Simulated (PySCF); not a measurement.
# SVWN5/cc-pVDZ run of TiOF2 (SMILES [O]=[Ti]([F])[F])

What is the vertical ionisation energy of TiOF2 at SVWN5/cc-pVDZ? Input form: a Python script.

The results are computed with PySCF 2.14.0.

6 further runs of the same task are left out: 2 that didn't finish, 4 set aside as unsound or not needed.

### Step 1. The system as given

The species is TiOF2 (4 atoms), meant as a singlet with charge 0. As SMILES, `[O]=[Ti]([F])[F]`. The shape comes from GFN2-xTB, which is rough for such elements, and wasn't checked as a minimum.

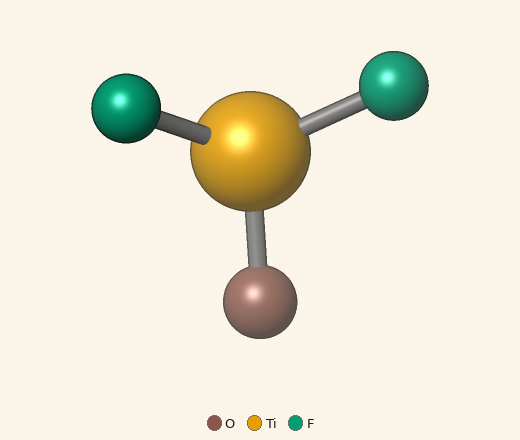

The structure, seen from a chosen angle (oxygen brown, titanium amber, fluorine teal).

### Step 2. A single-point energy at SVWN5/cc-pVDZ

run.py

```python
from pyscf import gto, dft

system = gto.M(
    atom='''
O      0.126060     0.507440     1.465250
Ti    -0.303530    -0.166110     0.083020
F      0.833410    -1.354510    -0.428040
F     -0.655940     1.013190    -1.120230
''',
    basis='cc-pvdz',
    charge=0,
    max_memory=1860,
    verbose=3,
)

myscf = dft.RKS(system, xc='svwn')
myscf.grids.level = 5
myscf.conv_tol = 1e-10
myscf.kernel()
if not myscf.converged:
    myscf = myscf.newton().run(myscf.mo_coeff, myscf.mo_occ)

energy = myscf.e_tot
print('E = %.10f Eh' % energy)
```

Command:

```
$ OMP_NUM_THREADS=1 python run.py
```

Log:

```text
converged SCF energy = -1120.79845821944
E = -1120.7984582194 Eh
```

It took 6.9 s on 1 thread of AMD EPYC 9R45 (Zen 5), shared host; peak memory 0.29 GiB.

### Step 3. The doublet cation, same level

job.py

```python
from pyscf import gto, dft

mol = gto.M(
    atom='''
O      0.238219     0.958923     2.768921
Ti    -0.573589    -0.313902     0.156885
F      1.574917    -2.559653    -0.808878
F     -1.239547     1.914652    -2.116928
''',
    spin=1,
    verbose=4,
    max_memory=1860,
    basis='cc-pvdz',
    charge=1,
    unit='bohr',
)

myscf = dft.UKS(mol, xc='svwn')
myscf.grids.level = 5
myscf.conv_tol = 1e-10
myscf.kernel()
if not myscf.converged:
    myscf = myscf.newton().run(myscf.mo_coeff, myscf.mo_occ)

e_tot = myscf.e_tot
print('E = %.10f Eh' % e_tot)
```

Command:

```
$ OMP_NUM_THREADS=1 python job.py
```

Log:

```text
PySCF version 2.14.0

[INPUT] num. atoms = 4
[INPUT] num. electrons = 47
[INPUT] charge = 1
[INPUT] spin (= nelec alpha-beta = 2S) = 1
[INPUT] symmetry False subgroup None
[INPUT] Mole.unit = bohr
[INPUT] Symbol           X                Y                Z      unit          X                Y                Z       unit  Magmom
[INPUT]  1 O      0.126060066008   0.507440198627   1.465249892038 AA    0.238219000000   0.958923000000   2.768921000000 Bohr   0.0
[INPUT]  2 Ti    -0.303530227234  -0.166109784862   0.083019966735 AA   -0.573589000000  -0.313902000000   0.156885000000 Bohr   0.0
[INPUT]  3 F      0.833410185490  -1.354510035463  -0.428039804015 AA    1.574917000000  -2.559653000000  -0.808878000000 Bohr   0.0
[INPUT]  4 F     -0.655940024264   1.013190205242  -1.120230054758 AA   -1.239547000000   1.914652000000  -2.116928000000 Bohr   0.0

nuclear repulsion = 222.651598083377
number of shells = 22
number of NR pGTOs = 200
number of NR cGTOs = 85
basis = cc-pvdz
ecp = {}

[... 97 lines left out ...]
converged SCF energy = -1120.35415851493  <S^2> = 0.75711533  2S+1 = 2.0071027
E = -1120.3541585149 Eh
```

It took 9.9 s on 1 thread of AMD EPYC 9R45 (Zen 5), shared host; peak memory 0.28 GiB.

### Step 4. Summary of results

At SVWN5/cc-pVDZ:

| quantity | value |
| --- | --- |
| singlet TiOF2: total energy | -1120.79846 Eh |
| singlet TiOF2: dipole moment | 3.73 D |
| singlet TiOF2: HOMO energy | -7.90 eV |
| singlet TiOF2: LUMO energy | -4.26 eV |
| singlet TiOF2: HOMO–LUMO gap | 3.64 eV |
| doublet cation: total energy | -1120.35416 Eh |
| doublet cation: HOMO energy (highest over α and β) | -16.53 eV |
| doublet cation: LUMO energy (lowest over α and β) | -16.24 eV |
| doublet cation: ⟨S²⟩ | 0.757 |
| vertical ionisation energy (to the doublet cation) | 12.090 eV |

**Reading.** Removing an electron at fixed nuclei costs 12.09 eV (279 kcal/mol). The negative HOMO energy of the first species, 7.90 eV, lies 4.19 eV below that difference.
